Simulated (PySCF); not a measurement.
# WSCl2: structure of the singlet

Aim: relax WSCl2 as a singlet from a T-shaped (ligand arrangement 1) start, check by its vibrations whether the end is a minimum, and collect its spectrum and constants.

Method: PBE0, basis W def2-SVP with ECP60, S def2-SVP, Cl def2-SVP, scalar-relativistic core potentials, no spin–orbit coupling, density fitting; program: PySCF 2.14.0.

### 1 Starting geometry

4 atoms, charge 0, spin multiplicity 1.

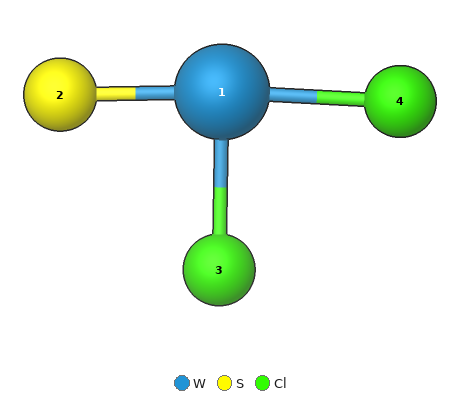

Start geometry, drawn with tungsten blue, sulfur yellow, chlorine green; atoms are numbered from 1 in the order of the file.

```xyz
4
charge 0 multiplicity 1
W    -0.0493    0.0000   -0.3071
S    -2.1880    0.0000   -0.2324
Cl   -0.0493    0.0000    2.0529
Cl    2.3093    0.0000   -0.2247
```

### 2 Relaxation: T-shaped (ligand arrangement 1) start, singlet

The steps below are one call of a driver around PySCF. For each, scf.py gives the equivalent set-up of the SCF; relaxations use the driver's own optimiser. Before each start the driver seeks the lowest SCF state from one or more starting densities and follows internal instabilities, so scf.py alone need not reach the same state.

The program finds Cs symmetry in the start, which this walk keeps.

scf.py reads:

```python
from pyscf import gto, scf, dft
mol = gto.M(atom='''
W     -0.049321     0.000000    -0.307129
S     -2.188021     0.000000    -0.232429
Cl    -0.049321     0.000000     2.052871
Cl     2.309279     0.000000    -0.224729''',
    basis={'W': 'def2-SVP', 'S': 'def2-SVP', 'Cl': 'def2-SVP'},
    ecp={'W': 'def2-SVP'},
    charge=0, spin=0)
mf = dft.RKS(mol, xc='PBE0')
mf.grids.atom_grid = (50, 194)
aux = {'W': 'def2-universal-JKFIT', 'S': 'def2-universal-JKFIT', 'Cl': 'def2-universal-JKFIT'}
mf = mf.density_fit(auxbasis=aux)
mf.kernel()
```

The optimiser's trace:

| step | energy (Eh) | change (kJ/mol) | largest symmetric gradient (Eh/bohr) |
| --- | --- | --- | --- |
| 0 | -1384.848712 | 0.00 | 0.07259 |
| 1 | -1384.867345 | -48.92 | 0.05374 |
| 2 | -1384.883322 | -90.87 | 0.08207 |
| 3 | -1384.897967 | -129.32 | 0.02432 |
| 4 | -1384.913190 | -169.29 | 0.02123 |
| 5 | -1384.921999 | -192.41 | 0.01311 |
| 6 | -1384.924583 | -199.20 | 0.01006 |
| 7 | -1384.924909 | -200.06 | 0.00522 |
| 8 | -1384.925073 | -200.49 | 0.00442 |
| 9 | -1384.925145 | -200.67 | 0.00267 |
| 10 | -1384.925195 | -200.81 | 0.00153 |
| 11 | -1384.925209 | -200.84 | 0.00116 |
| 12 | -1384.925213 | -200.85 | 0.00024 |
| 13 | -1384.925213 | -200.85 | 0.00002 |

The walk ran for 31 s (4 threads, shared host).

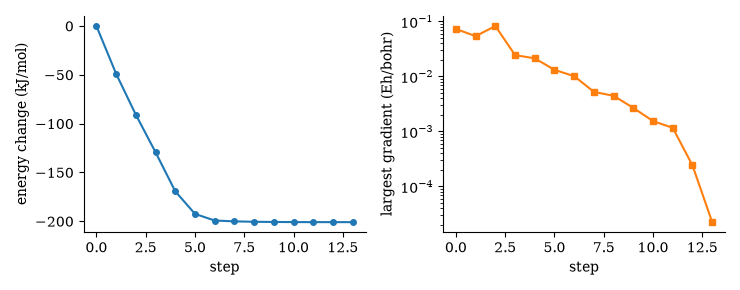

How energy and gradient fall.

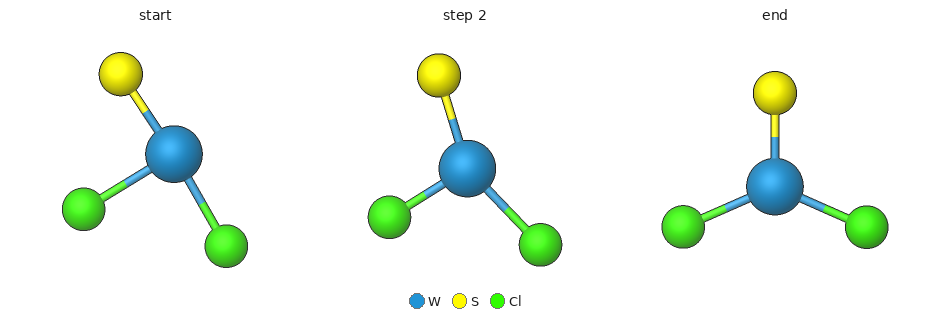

The geometry along the walk, at one scale.

It settles in C2v symmetry, 200.9 kJ/mol below the start, after 13 steps: W–Cl 2.233 Å (×2), W–S 2.086 Å; Cl–W–Cl 132.3°, Cl–W–S 113.9° (×2).

### 3 Frequencies

The point is checked on the finer grid, and tightened if its gradient asks for it. The Hessian and the dipole derivatives come from central differences of analytic gradients, with steps of 0.01 bohr.

scf.py, as its differences from that of step 2:

```diff
@@ -3,4 +3,4 @@
-W     -0.049321     0.000000    -0.307129
-S     -2.188021     0.000000    -0.232429
-Cl    -0.049321     0.000000     2.052871
-Cl     2.309279     0.000000    -0.224729''',
+W      0.010448     0.000000     0.006414
+S     -1.767547    -0.000000    -1.085092
+Cl    -0.287819     0.000000     2.219494
+Cl     1.848928    -0.000000    -1.261134''',
@@ -11 +11 @@
-mf.grids.atom_grid = (50, 194)
+mf.grids.atom_grid = (75, 302)
```

The driver hands on the density of the step before, so the log starts near convergence.

SCF at the final geometry:

```text
init E= -1384.92530892518
  HOMO = -0.239441207209761  LUMO = -0.130167352042382  gap/eV = 2.97349
cycle= 1 E= -1384.92530892488  delta_E= 2.99e-10  |g|= 3.68e-05  |ddm|= 5.76e-05
  HOMO = -0.239428976560348  LUMO = -0.130156361924969  gap/eV = 2.97346
cycle= 2 E= -1384.92530892232  delta_E= 2.56e-09  |g|= 0.000104  |ddm|= 0.00014
  HOMO = -0.239438065998652  LUMO = -0.130164928332172  gap/eV = 2.97347
cycle= 3 E= -1384.92530892516  delta_E= -2.84e-09  |g|= 1.75e-05  |ddm|= 0.000109
  HOMO = -0.239437894035741  LUMO = -0.13016450145134  gap/eV = 2.97348
cycle= 4 E= -1384.92530892525  delta_E= -9.64e-11  |g|= 6.11e-07  |ddm|= 2.08e-05
  HOMO = -0.239437865497383  LUMO = -0.130164488794469  gap/eV = 2.97348
Extra cycle  E= -1384.92530892525  delta_E=    0  |g|= 9.2e-07  |ddm|= 1.99e-06
converged SCF energy = -1384.92530892525
```

The whole step took 33 s.

Geometry: C2v; W–Cl 2.233 Å (×2), W–S 2.086 Å; Cl–W–Cl 132.3°, Cl–W–S 113.9° (×2).

Harmonic modes (main isotopes):

```
symmetry  ω (cm⁻¹)  IR (km/mol)  μ (u)
      b1        80          0.1  47.97
      a1       110          0.0  39.66
      b2       149          0.7  35.40
      a1       410         17.9  36.30
      b2       437         77.2  44.82
      a1       591         41.1  36.83
```

No imaginary mode, so this is a minimum.

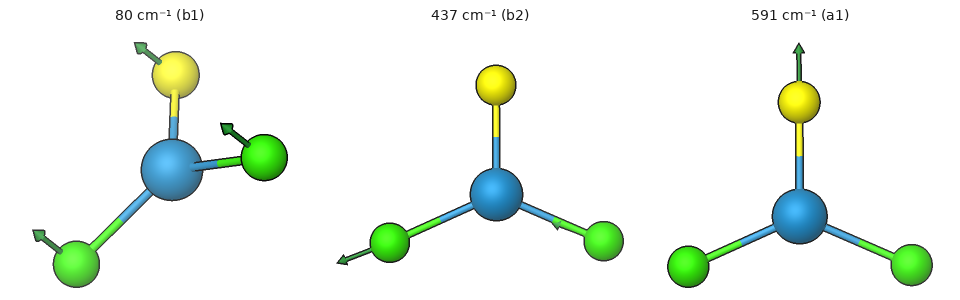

Displacements of 3 of the modes, as arrows (one member where a mode is degenerate).

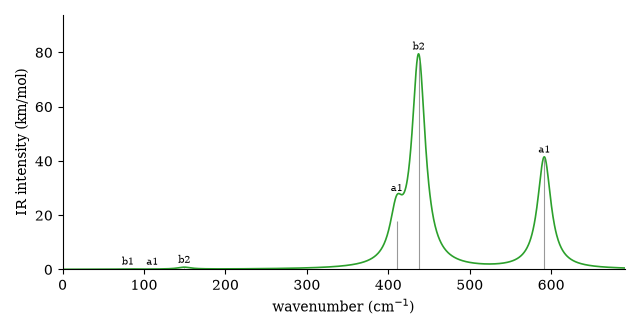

The harmonic infrared spectrum (widths in cm⁻¹). Lines are broadened to a width of 20 cm⁻¹ (Lorentzian).

Constants and moments:

* Dipole moment: 0.84 D
* Highest occupied level: -6.52 eV
* Lowest empty level: -3.54 eV
* Rotational constants: 0.08591, 0.0578, 0.03455 cm⁻¹
* Zero-point energy: 10.6 kJ/mol
* Principal polarisabilities: 58.4, 80.1, 87.5 bohr³
* Atomisation energy without zero-point energy: 1341 kJ/mol
* Principal traceless quadrupole moments about the centre of mass: -2.06, 0.30, 1.76 D Å
* Entropy at 298.15 K and 1 bar: 343.9 J/(mol K)
* Heat capacity Cp at 298.15 K: 73.8 J/(mol K)
* Enthalpy at 298.15 K above 0 K: 17.46 kJ/mol
* Rotational symmetry number: 2

Populations by atom (charges in e):

```json
{"atom": "W1", "Mulliken": "0.45", "Löwdin": "-0.71", "polar tensor": "1.16", "Mayer order to W1": "–"}
{"atom": "S2", "Mulliken": "-0.10", "Löwdin": "0.31", "polar tensor": "-0.37", "Mayer order to W1": "2.41"}
{"atom": "Cl3,4", "Mulliken": "-0.18", "Löwdin": "0.20", "polar tensor": "-0.40", "Mayer order to W1": "1.27"}
```

Outer orbital energies (eV). occupied: -11.16, -10.91, -10.54, -10.54, -9.82, -9.16, -8.75, -6.52; empty: -3.54, -3.08, -2.33, -2.14.

Mulliken populations on W1 (outside its core potential): s 2.87, p 6.28, d 4.31, f 0.08.

### 4 Would spin polarisation lower it?

At the lowest minimum the closed shell is tested against spin polarisation, on the (50, 194) grid. It is unstable: an open-shell solution lies lower. That solution was not followed to a minimum here.

### 5 What came out

| quantity | value |
| --- | --- |
| minimum | singlet, C2v (closed shell, unstable towards spin polarisation) |
| geometry | W–Cl 2.233 Å (×2), W–S 2.086 Å; Cl–W–Cl 132.3°, Cl–W–S 113.9° (×2) |
| wavenumbers (cm⁻¹) | 80 (b1), 110 (a1), 149 (b2), 410 (a1), 437 (b2), 591 (a1) |
| dipole moment | 0.84 D |
| highest occupied, lowest empty level | -6.52, -3.54 eV |
| polar-tensor charge of W1 | +1.16 e |
| zero-point energy | 10.6 kJ/mol |

**Reading.** The T-shaped (ligand arrangement 1) start (Cs) ends in a minimum of C2v symmetry. In the infrared the band at 437 cm⁻¹ (b2, stretch) leads. Only this shape and spin were tried, so other structures or states may lie lower. The soft modes, below some 90 cm⁻¹, carry numerical noise of tens of cm⁻¹, and the entropy with them. Spin polarisation would lower this closed shell, so its numbers describe a constrained state. With an element this heavy the missing spin–orbit coupling can shift these numbers.

The search up to here took 73 s.
